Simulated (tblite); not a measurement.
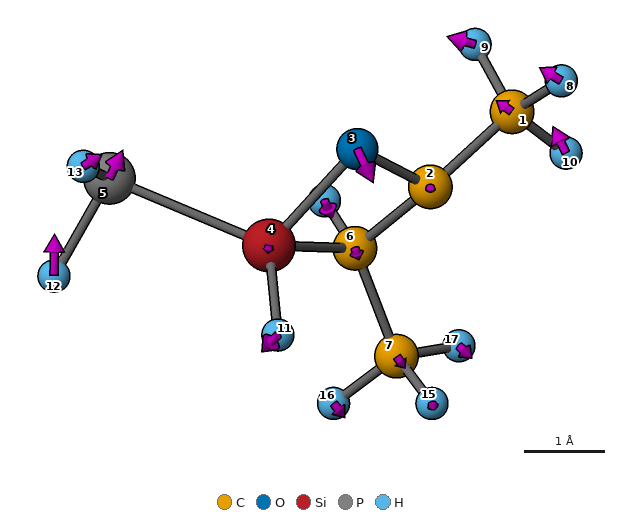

A relaxation of C$_{4}$H$_{10}$OPSi (multiplicity 2). The starting structure is drawn; purple arrows show the displacements, at their true length. The two geometries are superimposed by the best rigid fit.

A ball-and-stick model, seen at a tilt.

Method: GFN2-xTB geometry optimisation, gas phase in tblite. 

> What happened in the run?

Over 101 geometry steps the energy falls by 0.326 eV. The atom that moves furthest after the best rigid fit is an H atom (0.54 Å). Largest moves by element: H 0.54 Å, O 0.50 Å, P 0.42 Å, C 0.25 Å, Si 0.11 Å. Some distances before and after: C–Si 1.847 → 1.927 Å, P–Si 2.182 → 2.240 Å, H–P 1.415 → 1.384 Å, C–O 1.423 → 1.401 Å. Bond angles that change, for instance: O–C–C 99.0° → 103.4°, Si–P–H 97.6° → 93.4°, Si–C–H 114.0° → 117.8°. Cost: 0.75 s on 1 thread of Arm Neoverse V1, with other jobs on the host.
